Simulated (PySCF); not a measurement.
# MnF4−: ligand-field states

Aim: compute the ligand-field states of MnF4−.

Computed with PySCF 2.14.0 and routines of our own; the level stands in each step. Atoms count from 0.

### 1 The system as given

5 atoms, charge -1, states of the metal's open shell are computed; geometry from: model geometry, bond lengths from ionic radii.

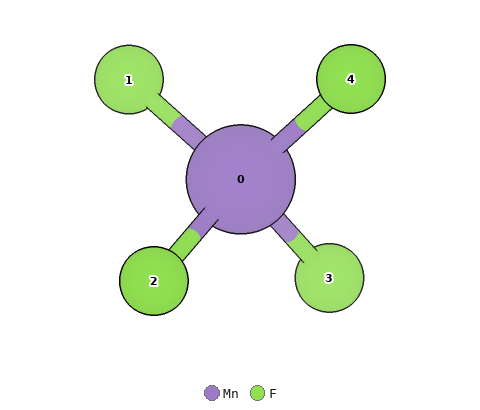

The starting geometry (manganese light purple, fluorine green); sticks join atoms by distance alone.

### 2 Ligand-field states: state-averaged CASSCF

Job settings and geometry (Å):

```
{"job": {"kind": "lf", "basis": {"metal": "x2c-TZVPall", "ligand": "x2c-SVPall"}, "nevpt": true}, "charge": -1, "metal": "Mn", "open_shell": "d4"}
Mn     0.000000     0.000000     0.000000
F      1.053664     1.053664     1.053665
F     -1.053664    -1.053664     1.053665
F     -1.053664     1.053664    -1.053665
F      1.053664    -1.053664    -1.053665
```

Level: state-averaged CASSCF of the metal d shell, SC-NEVPT2 on the averaged canonical orbitals, state-interaction spin-orbit coupling.

Started as:

```
> OMP_NUM_THREADS=1 python lf_run.py task.json out
```

The driver reads the jobs from task.json and runs them one after another.

Standard output:

```text
basis functions 104, electrons 62, active (4e, 5o)
stage 1: DIIS on the effective Fock matrix, level shift 0.30
cycle   1  E = -1550.8819343566  dE = -1.551e+03  max|g| = 2.655e+00
cycle   2  E = -1551.8743474315  dE = -9.924e-01  max|g| = 2.549e+00
cycle   3  E = -1554.2246073967  dE = -2.350e+00  max|g| = 1.365e+00
cycle   4  E = -1555.0804075153  dE = -8.558e-01  max|g| = 1.703e-01
cycle   5  E = -1555.1234420526  dE = -4.303e-02  max|g| = 1.485e-01
cycle   6  E = -1555.1325769108  dE = -9.135e-03  max|g| = 8.854e-02
cycle   7  E = -1555.1504964430  dE = -1.792e-02  max|g| = 1.481e-02
cycle   8  E = -1555.1488906498  dE =  1.606e-03  max|g| = 4.152e-02
cycle   9  E = -1555.1452483802  dE =  3.642e-03  max|g| = 7.248e-02
cycle  10  E = -1555.1366970880  dE =  8.551e-03  max|g| = 1.177e-01
cycle  11  E = -1555.1384157031  dE = -1.719e-03  max|g| = 1.172e-01
cycle  12  E = -1555.1420946939  dE = -3.679e-03  max|g| = 1.027e-01
cycle  13  E = -1555.1451960859  dE = -3.101e-03  max|g| = 8.444e-02
cycle  14  E = -1555.1470542451  dE = -1.858e-03  max|g| = 7.104e-02
cycle  15  E = -1555.1472101972  dE = -1.560e-04  max|g| = 6.999e-02
stage 2: quasi-Newton rotations from the point of smallest gradient
cycle  17  E = -1555.1511627679  dE = -6.663e-04  max|g| = 6.282e-03
cycle  18  E = -1555.1512246961  dE = -6.193e-05  max|g| = 4.042e-03
cycle  19  E = -1555.1512417956  dE = -1.710e-05  max|g| = 1.198e-03
cycle  20  E = -1555.1512426447  dE = -8.491e-07  max|g| = 4.212e-04
cycle  21  E = -1555.1512428589  dE = -2.142e-07  max|g| = 9.237e-05
cycle  22  E = -1555.1512428723  dE = -1.337e-08  max|g| = 1.947e-05
cycle  23  E = -1555.1512428729  dE = -5.894e-10  max|g| = 3.513e-06
converged average energy = -1555.1512428729

 mult deg   label        CASSCF/cm-1   NEVPT2/cm-1
   5   3   5T2                 0.0           0.0
   5   2   5E               7061.9        8560.8
   3   3   3T1             16686.5       13942.8
   1   1   1A1             21050.5       15698.3
   3   3   3T2             19459.5       17472.9
   3   3   3T1             22161.5       20809.5
   3   3   3T2             24431.1       22094.0
   1   3   1T1             26085.4       22632.4
   3   2   3E              24265.5       23154.2
   3   3   3T1             25580.9       23500.3
   3   3   3T2             28879.9       27082.4
   3   1   3A2             29394.5       27722.7
   3   3   3T1             29347.1       28903.6
   1   3   1T2             30689.9       28998.0
   3   2   3E              30408.6       29600.8
   1   2   1E              32717.1       29750.5
   1   1   1A1             33670.8       30647.3
   3   3   3T2             35514.2       31430.1
   3   1   3A1             33563.1       32272.3
   1   3   1T2             35609.5       33530.6
   1   3   1T1             36268.0       33877.2
   3   3   3T1             35365.8       35051.2
   1   1   1A2             36207.6       35346.8
   3   2   3E              39929.8       36378.1
   1   3   1T2             40545.5       37826.4
   1   3   1T2             41905.8       38789.7
   1   2   1E              39847.8       38913.7
   1   1   1A1             44964.8       40545.9
   1   1   1A2             49402.5       44483.7
   1   2   1E              47439.3       44515.6
   1   3   1T1             51383.4       46603.2
   1   3   1T2             52044.8       48025.2
   3   1   3A2             57652.4       50387.5
   3   3   3T1             58333.6       51023.9
   3   3   3T2             59636.5       53042.7
   3   3   3T1             62112.1       55496.1
   1   3   1T2             63714.4       56367.4
   1   2   1E              68189.9       62082.8
   1   3   1T1             68696.3       62204.4
   1   1   1A1             70554.8       64105.0
   1   2   1E              86352.9       73815.6
   1   3   1T2             90889.3       79218.8
   1   1   1A1            114845.3       98578.9

spin-orbit levels / cm-1
      0.00  x1  5T2 1.00
     17.89  x3  5T2 1.00
     33.27  x3  5T2 1.00
    246.12  x1  5T2 1.00
    246.13  x1  5T2 1.00
    255.47  x3  5T2 1.00
    405.30  x3  5T2 1.00
   8745.87  x1  5E 1.00
   8747.65  x3  5E 1.00
   8749.42  x2  5E 1.00
   8750.84  x3  5E 1.00
   8752.24  x1  5E 1.00
  13649.12  x1  3T1 0.91 1A1 0.09
  14016.09  x3  3T1 1.00
  14233.93  x2  3T1 0.99
  14252.68  x3  3T1 1.00
  16100.05  x1  1A1 0.91 3T1 0.08
  17628.49  x3  3T2 0.99
  17629.00  x1  3T2 0.99
  17648.07  x3  3T2 1.00
  17674.57  x2  3T2 0.99
  20865.27  x3  3T1 0.93 1T1 0.05
  20946.25  x2  3T1 0.96 3T2 0.04
  20972.55  x3  3T1 0.97
  21006.03  x1  3T1 1.00
  21971.86  x1  3T2 0.99
  22129.99  x3  3T2 0.96
  22437.71  x3  3T2 0.94 3E 0.04
```

It took 7.8 s on 1 thread of Arm Neoverse V2, shared host; peak memory 0.25 GiB.

Key values:

```tsv
quantity	value
spin-orbit constant ζ	328 cm⁻¹
```

Powder susceptibility:

```tsv
T (K)	χT (cm³ K/mol)	μ(eff)
2	0.271	1.47
5	0.671	2.32
10	1.186	3.08
20	1.585	3.56
30	1.712	3.70
50	1.836	3.83
75	1.947	3.95
100	2.048	4.05
150	2.226	4.22
200	2.371	4.35
250	2.484	4.46
300	2.572	4.54
```

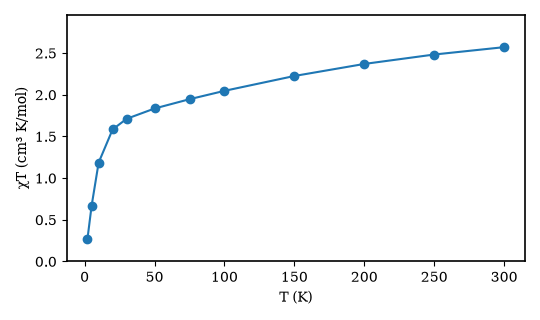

χT against temperature.

### 3 Ligand-field states: state-averaged CASSCF (bond length × 0.92)

Job settings and geometry (Å):

```
{"job": {"kind": "lf", "basis": {"metal": "x2c-TZVPall", "ligand": "x2c-SVPall"}, "nevpt": true, "reuse": true}, "charge": -1, "metal": "Mn", "open_shell": "d4"}
Mn     0.000000     0.000000     0.000000
F      0.969371     0.969371     0.969371
F     -0.969371    -0.969371     0.969371
F     -0.969371     0.969371    -0.969371
F      0.969371    -0.969371    -0.969371
```

Level: state-averaged CASSCF of the metal d shell, SC-NEVPT2 on the averaged canonical orbitals, state-interaction spin-orbit coupling.

Standard output:

```text
basis functions 104, electrons 62, active (4e, 5o)
start from the orbitals of the previous structure
stage 1: DIIS on the effective Fock matrix, level shift 0.30
cycle   1  E = -1552.9578078860  dE = -1.553e+03  max|g| = 3.666e+00
cycle   2  E = -1554.9923666811  dE = -2.035e+00  max|g| = 4.470e-01
cycle   3  E = -1555.0610381929  dE = -6.867e-02  max|g| = 1.734e-01
cycle   4  E = -1555.0884004754  dE = -2.736e-02  max|g| = 7.294e-02
cycle   5  E = -1555.0934663323  dE = -5.066e-03  max|g| = 3.551e-02
cycle   6  E = -1555.0951340215  dE = -1.668e-03  max|g| = 1.018e-02
cycle   7  E = -1555.0952535303  dE = -1.195e-04  max|g| = 6.254e-03
cycle   8  E = -1555.0952784983  dE = -2.497e-05  max|g| = 3.740e-03
cycle   9  E = -1555.0952882138  dE = -9.716e-06  max|g| = 3.004e-03
cycle  10  E = -1555.0952971191  dE = -8.905e-06  max|g| = 1.527e-03
cycle  11  E = -1555.0952995059  dE = -2.387e-06  max|g| = 8.521e-04
cycle  12  E = -1555.0953000200  dE = -5.141e-07  max|g| = 5.193e-04
cycle  13  E = -1555.0953001795  dE = -1.595e-07  max|g| = 3.312e-04
cycle  14  E = -1555.0953002497  dE = -7.022e-08  max|g| = 1.868e-04
cycle  15  E = -1555.0953002715  dE = -2.178e-08  max|g| = 1.194e-04
cycle  16  E = -1555.0953002801  dE = -8.595e-09  max|g| = 7.948e-05
cycle  17  E = -1555.0953002839  dE = -3.787e-09  max|g| = 5.149e-05
cycle  18  E = -1555.0953002855  dE = -1.611e-09  max|g| = 3.357e-05
cycle  19  E = -1555.0953002861  dE = -6.328e-10  max|g| = 2.429e-05
cycle  20  E = -1555.0953002865  dE = -3.231e-10  max|g| = 1.803e-05
cycle  21  E = -1555.0953002866  dE = -1.564e-10  max|g| = 1.351e-05
cycle  22  E = -1555.0953002867  dE = -9.300e-11  max|g| = 1.086e-05
cycle  23  E = -1555.0953002868  dE = -5.389e-11  max|g| = 8.534e-06
converged average energy = -1555.0953002868

 mult deg   label        CASSCF/cm-1   NEVPT2/cm-1
   5   3   5T2                 0.0           0.0
   1   1   1A1             14788.8        9229.4
   3   3   3T1             13569.2       10608.6
   5   2   5E              10041.9       11556.9
   3   3   3T2             17249.8       14653.3
   1   3   1T1             22504.2       18900.3
   3   3   3T1             21679.0       20220.5
   3   3   3T2             23366.4       21234.3
   3   2   3E              23864.8       22173.4
   3   3   3T1             25604.4       23241.4
   3   3   3T2             29514.7       26950.6
   1   3   1T2             29220.4       27162.8
   1   2   1E              31723.6       28683.2
   3   1   3A2             30983.4       28994.2
   1   1   1A1             32769.7       29549.5
   3   3   3T1             31310.3       30893.3
   1   3   1T2             34933.4       31460.0
   3   2   3E              32298.4       31827.2
   3   3   3T2             35832.8       32526.7
   1   3   1T1             36781.4       34092.1
   3   1   3A1             36066.9       34530.0
   1   1   1A2             36781.8       35253.7
   1   3   1T2             40748.0       37879.1
   3   3   3T1             38842.2       37998.3
   3   2   3E              41974.1       38372.9
   1   3   1T2             42716.9       39807.7
   1   2   1E              42107.1       40619.9
   1   1   1A1             47612.3       43329.1
   1   1   1A2             49392.1       44812.1
   1   2   1E              48264.6       44978.6
   1   3   1T1             51862.9       47106.0
   3   1   3A2             56971.5       49492.7
   1   3   1T2             54241.8       50643.6
   3   3   3T1             57848.6       50817.5
   3   3   3T2             59941.8       53277.0
   1   3   1T2             62389.4       55109.5
   3   3   3T1             63114.7       56438.7
   1   3   1T1             69175.4       62480.1
   1   2   1E              69343.7       63627.5
   1   1   1A1             71456.7       64438.7
   1   2   1E              83762.4       70987.8
   1   3   1T2             90786.4       78899.6
   1   1   1A1            113492.7       97052.2

spin-orbit levels / cm-1
      0.00  x1  5T2 1.00
     16.96  x3  5T2 1.00
     31.48  x3  5T2 1.00
    220.57  x2  5T2 1.00
    229.26  x3  5T2 1.00
    362.34  x3  5T2 1.00
   9070.24  x1  1A1 0.81 3T1 0.19
  10680.76  x3  3T1 1.00
  10879.52  x2  3T1 1.00
  10880.37  x1  3T1 0.81 1A1 0.19
  10896.31  x3  3T1 1.00
  11718.95  x1  5E 1.00
  11719.85  x3  5E 1.00
  11720.45  x3  5E 1.00
  11720.48  x1  5E 1.00
  11720.76  x2  5E 1.00
  14707.72  x1  3T2 1.00
  14769.56  x3  3T2 1.00
  14844.91  x3  3T2 0.99
  14887.27  x2  3T2 1.00
  18954.44  x3  1T1 0.90 3T1 0.09
  20352.67  x2  3T1 0.95 3T2 0.05
  20378.13  x3  3T1 0.97
  20396.75  x1  3T1 1.00
  20509.79  x3  3T1 0.89 1T1 0.09
  21227.42  x1  3T2 1.00
  21324.67  x3  3T2 0.97
```

Run time: 4.9 s. Hardware: 1 thread of Arm Neoverse V2, shared host; peak memory 0.25 GiB.

From this job:

```tsv
quantity	value
spin-orbit constant ζ	316 cm⁻¹
```

Powder susceptibility:

```tsv
T (K)	χT (cm³ K/mol)	μ(eff)
2	0.305	1.56
20	1.704	3.69
100	2.167	4.16
300	2.652	4.61
```

### 4 Ligand-field states: state-averaged CASSCF (bond length × 0.96)

Job settings and geometry (Å):

```
{"job": {"kind": "lf", "basis": {"metal": "x2c-TZVPall", "ligand": "x2c-SVPall"}, "nevpt": true, "reuse": true}, "charge": -1, "metal": "Mn", "open_shell": "d4"}
Mn     0.000000     0.000000     0.000000
F      1.011518     1.011518     1.011518
F     -1.011518    -1.011518     1.011518
F     -1.011518     1.011518    -1.011518
F      1.011518    -1.011518    -1.011518
```

Level: state-averaged CASSCF of the metal d shell, SC-NEVPT2 on the averaged canonical orbitals, state-interaction spin-orbit coupling.

Standard output:

```text
basis functions 104, electrons 62, active (4e, 5o)
start from the orbitals of the previous structure
stage 1: DIIS on the effective Fock matrix, level shift 0.30
cycle   1  E = -1554.4828847661  dE = -1.554e+03  max|g| = 2.011e+00
cycle   2  E = -1555.1121065571  dE = -6.292e-01  max|g| = 2.259e-01
cycle   3  E = -1555.1318988691  dE = -1.979e-02  max|g| = 6.014e-02
cycle   4  E = -1555.1317474223  dE =  1.514e-04  max|g| = 7.331e-02
cycle   5  E = -1555.1347295172  dE = -2.982e-03  max|g| = 4.864e-02
cycle   6  E = -1555.1374519769  dE = -2.722e-03  max|g| = 2.147e-02
cycle   7  E = -1555.1376892682  dE = -2.373e-04  max|g| = 1.892e-02
cycle   8  E = -1555.1378175792  dE = -1.283e-04  max|g| = 1.365e-02
cycle   9  E = -1555.1379241305  dE = -1.066e-04  max|g| = 1.095e-02
cycle  10  E = -1555.1379827806  dE = -5.865e-05  max|g| = 8.640e-03
cycle  11  E = -1555.1380119208  dE = -2.914e-05  max|g| = 7.368e-03
cycle  12  E = -1555.1380250115  dE = -1.309e-05  max|g| = 6.559e-03
cycle  13  E = -1555.1380341419  dE = -9.130e-06  max|g| = 5.811e-03
cycle  14  E = -1555.1380409030  dE = -6.761e-06  max|g| = 5.322e-03
cycle  15  E = -1555.1380470040  dE = -6.101e-06  max|g| = 4.726e-03
cycle  16  E = -1555.1380503498  dE = -3.346e-06  max|g| = 4.480e-03
cycle  17  E = -1555.1380537346  dE = -3.385e-06  max|g| = 4.035e-03
cycle  18  E = -1555.1380563146  dE = -2.580e-06  max|g| = 3.628e-03
cycle  19  E = -1555.1380565226  dE = -2.080e-07  max|g| = 3.572e-03
cycle  20  E = -1555.1380564930  dE =  2.957e-08  max|g| = 3.541e-03
cycle  21  E = -1555.1380564758  dE =  1.722e-08  max|g| = 3.514e-03
cycle  22  E = -1555.1380566291  dE = -1.533e-07  max|g| = 3.469e-03
cycle  23  E = -1555.1380567784  dE = -1.493e-07  max|g| = 3.441e-03
cycle  24  E = -1555.1380563709  dE =  4.075e-07  max|g| = 3.494e-03
cycle  25  E = -1555.1380557331  dE =  6.378e-07  max|g| = 3.641e-03
cycle  26  E = -1555.1380583350  dE = -2.602e-06  max|g| = 3.314e-03
stage 2: quasi-Newton rotations from the point of smallest gradient
cycle  28  E = -1555.1380646206  dE = -6.286e-06  max|g| = 2.306e-03
cycle  29  E = -1555.1380679667  dE = -3.346e-06  max|g| = 3.138e-04
cycle  30  E = -1555.1380680277  dE = -6.092e-08  max|g| = 5.231e-05
cycle  31  E = -1555.1380680319  dE = -4.284e-09  max|g| = 1.812e-05
cycle  32  E = -1555.1380680323  dE = -3.715e-10  max|g| = 8.400e-06
converged average energy = -1555.1380680323

 mult deg   label        CASSCF/cm-1   NEVPT2/cm-1
   5   3   5T2                 0.0           0.0
   5   2   5E               8372.4        9880.8
   3   3   3T1             15308.6       12456.8
   1   1   1A1             18280.8       12823.6
   3   3   3T2             18533.1       16263.7
   3   3   3T1             21939.4       20542.6
   1   3   1T1             24495.5       20969.1
   3   3   3T2             23929.7       21689.0
   3   2   3E              24146.9       22740.9
   3   3   3T1             25600.9       23385.4
   3   3   3T2             29231.8       27142.8
   1   3   1T2             30062.1       28232.9
   3   1   3A2             30106.5       28309.6
   1   2   1E              32272.7       29266.3
   3   3   3T1             30199.8       29788.5
   1   1   1A1             33277.8       30158.0
   3   2   3E              31187.0       30564.9
   3   3   3T2             35555.5       31779.8
   1   3   1T2             35429.3       32687.4
   3   1   3A1             34656.2       33263.1
   1   3   1T1             36505.3       34002.6
   1   1   1A2             36519.2       35384.8
   3   3   3T1             36957.0       36473.6
   3   2   3E              40800.6       37239.5
   1   3   1T2             40724.2       37835.5
   1   3   1T2             42163.4       39252.1
   1   2   1E              40867.4       39727.2
   1   1   1A1             46098.4       41777.4
   1   1   1A2             49316.6       44530.0
   1   2   1E              47853.2       44766.4
   1   3   1T1             51558.5       46784.7
   1   3   1T2             52891.5       49128.1
   3   1   3A2             57319.0       49954.4
   3   3   3T1             58026.3       50802.6
   3   3   3T2             59726.9       53105.4
   1   3   1T2             63053.0       55710.4
   3   3   3T1             62517.2       55864.0
   1   3   1T1             68882.1       62302.0
   1   2   1E              68591.0       62645.1
   1   1   1A1             70968.8       64285.5
   1   2   1E              85181.9       72532.5
   1   3   1T2             90789.0       79017.8
   1   1   1A1            114168.7       97812.6

spin-orbit levels / cm-1
      0.00  x1  5T2 1.00
     17.15  x1  5T2 1.00
     17.16  x2  5T2 1.00
     31.87  x3  5T2 1.00
    234.98  x2  5T2 1.00
    243.84  x1  5T2 1.00
    243.86  x2  5T2 1.00
    386.64  x3  5T2 1.00
  10056.17  x1  5E 1.00
  10057.16  x1  5E 1.00
  10057.17  x2  5E 1.00
  10058.15  x2  5E 1.00
  10058.79  x2  5E 1.00
  10058.80  x1  5E 1.00
  10059.41  x1  5E 1.00
  11929.75  x1  3T1 0.70 1A1 0.29
  12528.46  x3  3T1 1.00
  12739.65  x2  3T1 1.00
  12757.29  x3  3T1 1.00
  13459.66  x1  1A1 0.71 3T1 0.29
  16367.59  x1  3T2 1.00
  16408.97  x3  3T2 1.00
  16437.00  x3  3T2 0.99
  16482.01  x2  3T2 0.99
  20423.83  x3  3T1 0.72 1T1 0.26
  20676.49  x2  3T1 0.95 3T2 0.04
  20703.23  x3  3T1 0.97
  20728.75  x1  3T1 1.00
  21444.70  x1  1T1 0.73 3T1 0.27
  21444.71  x2  1T1 0.73 3T1 0.27
```

Wall time 5.4 s (1 thread of Arm Neoverse V2, shared host); peak memory 0.25 GiB.

From this job:

```tsv
quantity	value
spin-orbit constant ζ	323 cm⁻¹
```

Powder susceptibility:

```tsv
T (K)	χT (cm³ K/mol)	μ(eff)
2	0.291	1.52
20	1.643	3.62
100	2.101	4.10
300	2.608	4.57
```

[end of part 1 of 2]
